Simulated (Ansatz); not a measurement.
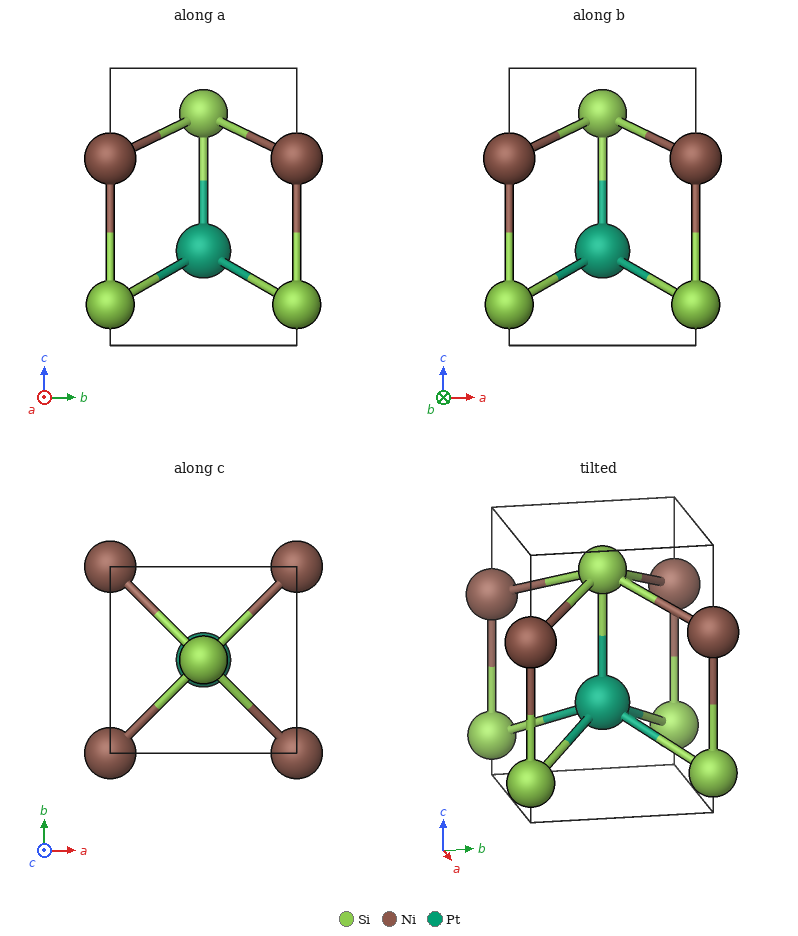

The figure gives a ball-and-stick picture of the atoms, viewed along the a axis, along the b axis, along the c axis and slightly off an axis. The parallelepiped is the conventional unit cell.

Lattice parameters: a = 3.2677 Å, b = 3.2677 Å, c = 4.8570 Å, α = 90.000°, β = 90.000°, γ = 90.000°.

Question: Convert the drawing into a CIF in P1 with every atom of the cell, with free fractional coordinates to two decimals.

Answer:
```cif
data_structure
_symmetry_space_group_name_H-M 'P 1'
_symmetry_Int_Tables_number 1
_cell_length_a 3.2677
_cell_length_b 3.2677
_cell_length_c 4.8570
_cell_angle_alpha 90.000
_cell_angle_beta 90.000
_cell_angle_gamma 90.000
_cell_volume 51.86
loop_
_atom_site_label
_atom_site_type_symbol
_atom_site_fract_x
_atom_site_fract_y
_atom_site_fract_z
_atom_site_occupancy
Si1 Si 0.50 0.50 0.84 1
Si2 Si 0.00 0.00 0.15 1
Ni1 Ni 0.00 0.00 0.67 1
Pt1 Pt 0.50 0.50 0.34 1
```

The starting point was a structure type filled with these elements by a generator (whether the compound takes this form wasn't checked). It was relaxed at fixed volume with DFT PBE, scalar-relativistic, plane waves, PAW in Ansatz.

At this level of theory the cell isn't at rest (compressed, at 5 GPa), so its distances can differ from those at equilibrium, the more so the softer the solid.
